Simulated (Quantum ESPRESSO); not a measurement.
# FePt: orders under biaxial strain

Wanted: the trend of the moments of FePt with biaxial strain.

Program: Quantum ESPRESSO 7.5. Level of theory: PBE; plane waves with GBRV 1.5 PBE potentials, no spin-orbit coupling. Results are calculated unless marked as measured.

## Step 1: Starting point

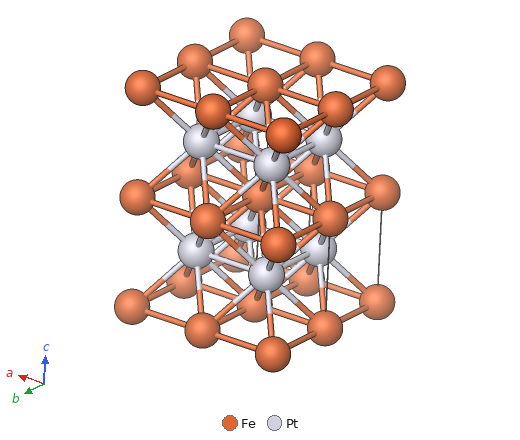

Start, viewed from a free direction; iron orange, platinum light grey. 2×2×2 cells are drawn. Some periodic images of atoms are drawn too.

The lattice constants were typed from memory of published values and not checked against a source.

## Step 2: Biaxial 0.94, ferro +

Lengths in the Cartesian xy plane scale by the factor; z is kept. Atoms keep their fractional places. Seeded atoms are those given a starting moment.

Contents of pw.in:

```
&CONTROL
  calculation = 'scf'
  prefix = 'pwscf'
  outdir = './tmp'
  pseudo_dir = './pseudo'
  disk_io = 'nowf'
  tprnfor = .true.
  tstress = .true.
/
&SYSTEM
  ibrav = 0
  celldm(1) = 8
  nat = 2
  ntyp = 2
  ecutwfc = 40
  ecutrho = 280
  nbnd = 24
  occupations = 'smearing'
  smearing = 'fd'
  degauss = 0.00367493
  nspin = 2
  starting_magnetization(1) = 0.175
  starting_magnetization(2) = 0
/
&ELECTRONS
  conv_thr = 4d-09
  electron_maxstep = 150
  mixing_beta = 0.3
/
ATOMIC_SPECIES
Fe     55.8450 fe_pbe_v1.5.uspp.F.UPF
Pt    195.0840 pt_pbe_v1.4.uspp.F.UPF
CELL_PARAMETERS alat
   0.6047946810746    0.0000000000000    0.0000000000000
   0.0000000000000    0.6047946810746    0.0000000000000
   0.0000000000000    0.0000000000000    0.8770691375919
ATOMIC_POSITIONS crystal
Fe      0.0000000000    0.0000000000    0.0000000000
Pt      0.5000000000    0.5000000000    0.5000000000
K_POINTS automatic
14 14 14 0 0 0
```

On the command line:

```bash
OMP_NUM_THREADS=1 mpirun -n 4 pw.x -nk 4 -in pw.in > pw.out
```

The log of the run:

```text
Program PWSCF v.7.5 starts

     Message from routine setup:
     using ibrav=0 with symmetry is DISCOURAGED, use correct ibrav instead

     K-points division:     npool     =       4
     Subspace diagonalization in iterative solution of the eigenvalue problem:

     bravais-lattice index     =            0
     lattice parameter (alat)  =       8.0000  a.u.
     unit-cell volume          =     164.2554 (a.u.)^3
     number of atoms/cell      =            2
     number of atomic types    =            2
     number of electrons       =        32.00
     number of Kohn-Sham states=           24
     kinetic-energy cutoff     =      40.0000  Ry
     charge density cutoff     =     280.0000  Ry
     scf convergence threshold =      4.0E-09
     mixing beta               =       0.3000
     number of iterations used =            8  plain     mixing
     Exchange-correlation=  SLA  PW   PBX  PBC
                           (   1   4   3   4   0   0   0)

     celldm(1)=   8.000000  celldm(2)=   0.000000  celldm(3)=   0.000000
     celldm(4)=   0.000000  celldm(5)=   0.000000  celldm(6)=   0.000000

     crystal axes: (cart. coord. in units of alat)
               a(1) = (   0.604795   0.000000   0.000000 )
               a(2) = (   0.000000   0.604795   0.000000 )
               a(3) = (   0.000000   0.000000   0.877069 )

     reciprocal axes: (cart. coord. in units 2 pi/alat)
               b(1) = (  1.653454  0.000000  0.000000 )
               b(2) = (  0.000000  1.653454  0.000000 )
               b(3) = (  0.000000  0.000000  1.140161 )

     PseudoPot. # 1 for Fe read from file:
     fe_pbe_v1.5.uspp.F.UPF
     Pseudo is Ultrasoft + core correction, Zval = 16.0

     PseudoPot. # 2 for Pt read from file:
     pt_pbe_v1.4.uspp.F.UPF
     Pseudo is Ultrasoft + core correction, Zval = 16.0

     atomic species   valence    mass     pseudopotential
     Fe               16.00    55.84500     Fe( 1.00)
     Pt               16.00   195.08400     Pt( 1.00)

     Starting magnetic structure
     atomic species   magnetization
     Fe              0.175
     Pt              0.000

     16 Sym. Ops., with inversion, found

   Cartesian axes

     site n.     atom                  positions (alat units)
         1        Fe     tau(   1) = (   0.0000000   0.0000000   0.0000000  )
         2        Pt     tau(   2) = (   0.3023973   0.3023973   0.4385346  )

     number of k points=   288  Fermi-Dirac smearing, width (Ry)=  0.0037

     Number of k-points >= 100: set verbosity='high' to print them.

     Dense  grid:    12961 G-vectors     FFT dimensions: (  25,  25,  40)

     Smooth grid:     5609 G-vectors     FFT dimensions: (  20,  20,  30)

     Check: negative core charge=   -0.000028
     Generating pointlists ...
     new r_m :   0.2495 (alat units)  1.9958 (a.u.) for type    1
     new r_m :   0.2495 (alat units)  1.9958 (a.u.) for type    2

     Initial potential from superposition of free atoms

     starting charge      30.5000, renormalised to      32.0000

     negative rho (up, down):  9.895E-02 9.905E-02
     Starting wfcs are   25 randomized atomic wfcs

     Self-consistent Calculation

     iteration #  1     ecut=    40.00 Ry     beta= 0.30
     Davidson diagonalization with overlap
     ethr =  1.00E-02,  avg # of iterations =  4.5

     negative rho (up, down):  9.178E-02 9.183E-02

     total energy              =    -458.70852178 Ry
     estimated scf accuracy    <       7.72644954 Ry

     total magnetization       =     0.69 Bohr mag/cell
     absolute magnetization    =     0.88 Bohr mag/cell

     iteration #  2     ecut=    40.00 Ry     beta= 0.30
     Davidson diagonalization with overlap
     ethr =  1.00E-02,  avg # of iterations =  2.1

     negative rho (up, down):  9.248E-02 9.251E-02

     total energy              =    -460.07408374 Ry
     estimated scf accuracy    <      12.59777019 Ry

     total magnetization       =     0.65 Bohr mag/cell
     absolute magnetization    =     0.76 Bohr mag/cell

     [... further iterations left out ...]

     iteration # 14     ecut=    40.00 Ry     beta= 0.30
     Davidson diagonalization with overlap
     ethr =  5.83E-10,  avg # of iterations =  2.2

     negative rho (up, down):  9.125E-02 8.749E-02

     total energy              =    -461.04562195 Ry
     estimated scf accuracy    <       0.00000009 Ry

     total magnetization       =     3.00 Bohr mag/cell
     absolute magnetization    =     3.16 Bohr mag/cell

     iteration # 15     ecut=    40.00 Ry     beta= 0.30
     Davidson diagonalization with overlap
     ethr =  2.88E-10,  avg # of iterations =  1.8

     negative rho (up, down):  9.124E-02 8.749E-02

     Magnetic moment per site  (integrated on atomic sphere of radius R)
     atom   1 (R=0.249)  charge= 14.6597  magn=  2.7061
     atom   2 (R=0.249)  charge= 13.5239  magn=  0.3455

     End of self-consistent calculation

     Number of k-points >= 100: set verbosity='high' to print the bands.

     the Fermi energy is    23.2936 ev

!    total energy              =    -461.04562202 Ry
     estimated scf accuracy    <          3.9E-09 Ry
     smearing contrib. (-TS)   =      -0.00073662 Ry
     internal energy E=F+TS    =    -461.04488540 Ry

     The total energy is F=E-TS. E is the sum of the following terms:
     one-electron contribution =    -123.08805808 Ry
     hartree contribution      =      88.67226773 Ry
     xc contribution           =     -86.42350079 Ry
     ewald contribution        =    -340.20559426 Ry

     total magnetization       =     3.00 Bohr mag/cell
     absolute magnetization    =     3.16 Bohr mag/cell

     convergence has been achieved in  15 iterations

     negative rho (up, down):  9.124E-02 8.749E-02

     Forces acting on atoms (cartesian axes, Ry/au):

     atom    1 type  1   force =     0.00000000    0.00000000    0.00000000
     atom    2 type  2   force =     0.00000000    0.00000000    0.00000000

     Total force =     0.000000     Total SCF correction =     0.000000

     Computing stress (Cartesian axis) and pressure

     negative rho (up, down):  9.124E-02 8.749E-02
          total   stress  (Ry/bohr**3)                   (kbar)     P=      406.86
   0.00307142   0.00000000   0.00000000          451.82        0.00        0.00
   0.00000000   0.00307142   0.00000000            0.00      451.82        0.00
   0.00000000   0.00000000   0.00215441            0.00        0.00      316.92

=------------------------------------------------------------------------------=
   JOB DONE.
=------------------------------------------------------------------------------=
```

Run time: 38 s. Hardware: 4 MPI ranks of Arm Neoverse V1, shared host; peak memory 0.39 GiB; 2.5 min of CPU time.

Spin moment in the atom's sphere by atom:

| atom | spin moment in the atom's sphere (μB) |
| --- | --- |
| Fe1 | 2.71 |
| Pt2 | 0.35 |

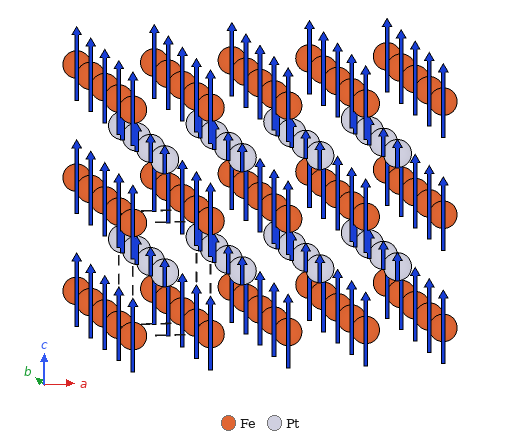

Spin moment in the atom's sphere as arrows, the longest 2.71 μB. Up and down stand for the sign. Arrows give size and sign along the axis of quantisation, drawn up and down the page. Each arrow also spans its atom, so small moments look longer than they are. 4×4×2 cells are drawn. Some periodic images of atoms are drawn too.

This step gave:

```yaml
smearing_term_ts: 0.01002 eV
pressure: 40.69 GPa
net_moment: 2.999 μB
integrated_m: 3.161 μB
final_state: ferromagnetic
```

## Step 3: Biaxial 0.94, no spin polarisation

Edit pw.in of step 2 so:

```diff
@@ -16,3 +16,3 @@
   ecutrho = 280
-  nbnd = 24
+  nbnd = 23
   occupations = 'smearing'
@@ -20,5 +20,2 @@
   degauss = 0.00367493
-  nspin = 2
-  starting_magnetization(1) = 0.175
-  starting_magnetization(2) = 0
 /
```

The log of the run:

```text
     [... lines left out ...]
Program PWSCF v.7.5 starts
     [... lines left out ...]
     number of atoms/cell      =            2
     [... lines left out ...]
     number of electrons       =        32.00
     number of Kohn-Sham states=           23
     kinetic-energy cutoff     =      40.0000  Ry
     charge density cutoff     =     280.0000  Ry
     scf convergence threshold =      4.0E-09
     [... lines left out ...]
     16 Sym. Ops., with inversion, found
     [... lines left out ...]
     number of k points=   288  Fermi-Dirac smearing, width (Ry)=  0.0037
     [... lines left out ...]
     iteration # 14     ecut=    40.00 Ry     beta= 0.30
     [... lines left out ...]
     the Fermi energy is    23.2820 ev
!    total energy              =    -461.01396335 Ry
     estimated scf accuracy    <          5.1E-10 Ry
     smearing contrib. (-TS)   =      -0.00217649 Ry
     [... lines left out ...]
     convergence has been achieved in  14 iterations
     [... lines left out ...]
     Total force =     0.000000     Total SCF correction =     0.000000
     [... lines left out ...]
          total   stress  (Ry/bohr**3)                   (kbar)     P=      213.93
     [... lines left out ...]
```

The job ended after 18 s (4 MPI ranks; peak memory 0.3 GiB; 72 s of CPU time).

Numbers from this step:

```
smearing term TS : 0.02961 eV
pressure         : 21.39 GPa
final state      : non-magnetic (no spin polarisation)
```

## Step 4: Biaxial 1.06, ferro +

Edit pw.in of step 3 so:

```diff
@@ -16,3 +16,3 @@
   ecutrho = 280
-  nbnd = 23
+  nbnd = 24
   occupations = 'smearing'
@@ -20,2 +20,5 @@
   degauss = 0.00367493
+  nspin = 2
+  starting_magnetization(1) = 0.175
+  starting_magnetization(2) = 0
 /
@@ -30,4 +33,4 @@
 CELL_PARAMETERS alat
-   0.6047946810746    0.0000000000000    0.0000000000000
-   0.0000000000000    0.6047946810746    0.0000000000000
+   0.6820025127011    0.0000000000000    0.0000000000000
+   0.0000000000000    0.6820025127011    0.0000000000000
    0.0000000000000    0.0000000000000    0.8770691375919
```

The log of the run:

```text
     [... lines left out ...]
Program PWSCF v.7.5 starts
     [... lines left out ...]
     number of atoms/cell      =            2
     [... lines left out ...]
     number of electrons       =        32.00
     number of Kohn-Sham states=           24
     kinetic-energy cutoff     =      40.0000  Ry
     charge density cutoff     =     280.0000  Ry
     scf convergence threshold =      4.0E-09
     [... lines left out ...]
     16 Sym. Ops., with inversion, found
     [... lines left out ...]
     number of k points=   288  Fermi-Dirac smearing, width (Ry)=  0.0037
     [... lines left out ...]
     iteration # 14     ecut=    40.00 Ry     beta= 0.30
     [... lines left out ...]
     Magnetic moment per site  (integrated on atomic sphere of radius R)
     atom   1 (R=0.269)  charge= 14.7055  magn=  3.2171
     atom   2 (R=0.269)  charge= 13.9537  magn=  0.4383
     [... lines left out ...]
     the Fermi energy is    17.3944 ev
!    total energy              =    -461.06536398 Ry
     estimated scf accuracy    <          2.2E-09 Ry
     smearing contrib. (-TS)   =      -0.00108855 Ry
     [... lines left out ...]
     total magnetization       =     3.59 Bohr mag/cell
     absolute magnetization    =     3.78 Bohr mag/cell
     convergence has been achieved in  14 iterations
     [... lines left out ...]
     Total force =     0.000000     Total SCF correction =     0.000000
     [... lines left out ...]
          total   stress  (Ry/bohr**3)                   (kbar)     P=     -156.22
     [... lines left out ...]
```

Run time: 65 s. Hardware: 4 MPI ranks; peak memory 0.45 GiB; 4.3 min of CPU time.

Read from the output:

```
smearing term TS : 0.01481 eV
pressure         : -15.62 GPa
net moment       : 3.588 μB
integrated |m|   : 3.781 μB
final state      : ferromagnetic
largest moment   : 3.217 μB
```

## Step 5: The series

The runs not shown differ from these in the moved quantity alone.

States, by row:

| biaxial | ferro + | no spin polarisation |
| --- | --- | --- |
| 0.94 | ferromagnetic | non-magnetic |
| 0.955 | ferromagnetic | non-magnetic |
| 0.97 | ferromagnetic | non-magnetic |
| 0.985 | ferromagnetic | non-magnetic |
| 1 | ferromagnetic | non-magnetic |
| 1.015 | ferromagnetic | non-magnetic |
| 1.03 | ferromagnetic | non-magnetic |
| 1.045 | ferromagnetic | non-magnetic |
| 1.06 | ferromagnetic | non-magnetic |

Largest site moment, ferro + against biaxial:

| biaxial (factor) | largest site moment, ferro + (μB) |
| --- | --- |
| 0.9400 | 2.71 |
| 0.9550 | 2.78 |
| 0.9700 | 2.86 |
| 0.9850 | 2.94 |
| 1.0000 | 3.00 |
| 1.0150 | 3.06 |
| 1.0300 | 3.12 |
| 1.0450 | 3.17 |
| 1.0600 | 3.22 |

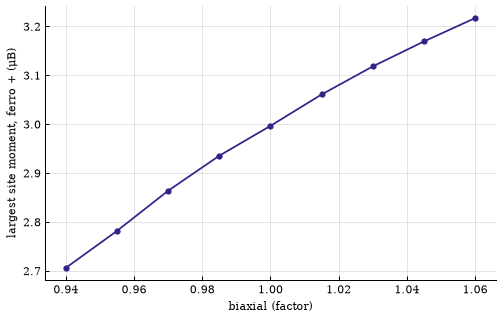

Largest site moment, ferro +, plotted against biaxial.

The energy less that of the parallel start, no spin polarisation by biaxial:

| biaxial (factor) | energy less that of the parallel start, no spin polarisation (meV a seeded atom) |
| --- | --- |
| 0.9400 | 431 |
| 0.9550 | 520 |
| 0.9700 | 611 |
| 0.9850 | 702 |
| 1.0000 | 793 |
| 1.0150 | 884 |
| 1.0300 | 974 |
| 1.0450 | 1060 |
| 1.0600 | 1143 |

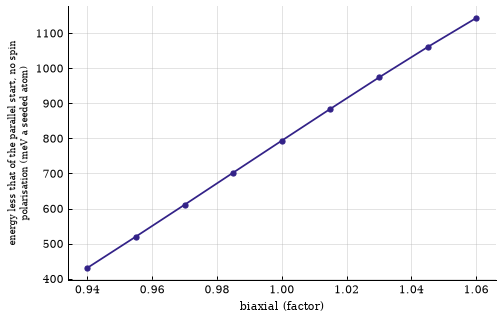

Energy less that of the parallel start, no spin polarisation, plotted against biaxial.

Table of energy over the lowest by biaxial; values in meV an atom:

| biaxial (factor) | ferro + | no spin polarisation |
| --- | --- | --- |
| 0.9400 | 220 | 435 |
| 0.9550 | 125 | 385 |
| 0.9700 | 59.6 | 365 |
| 0.9850 | 19.1 | 370 |
| 1.0000 | 0.333 | 397 |
| 1.0150 | 0 | 442 |
| 1.0300 | 15.3 | 502 |
| 1.0450 | 44.5 | 575 |
| 1.0600 | 85.7 | 657 |

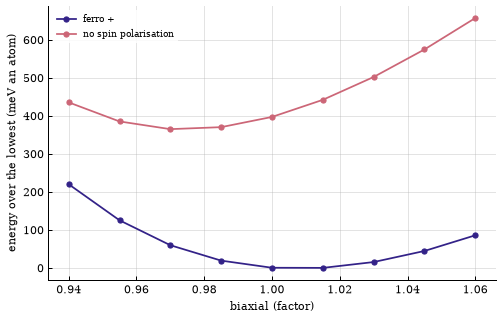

Energy over the lowest, plotted against biaxial.

## Step 6: Outcome

| Quantity | Value |
| --- | --- |
| moment, parallel start | 2.71 to 3.22 μB |
| states met from these starts | ferromagnetic |

The moment of the parallel start goes from 2.71 μB at 0.94 to 3.22 μB at 1.06. The net moment of the cell goes from 3.00 to 3.59 μB. The radius of the spheres follows the nearest distance, so part of the change of the site moments is the spheres'. Only a parallel start was run beside the spinless one, so opposed or spiral orders, which may lie lower, are not probed.

[Logs and program files are shortened in this print: banners, set-up blocks, solver, clock and traceback lines can be left out without a mark of their own.]

[Logs are printed without paths, hosts, clocks, repeated set-up lines and the standing remarks that a program may print on its own settings, such as how far it seeks lower states.]

[Hosts, paths, dates, database ids (printed as entryN), source tags and the programs' standing remarks are cut or masked in the printed files.]

[Where a cell is said to come from a database of computed structures, the database is the Materials Project.]
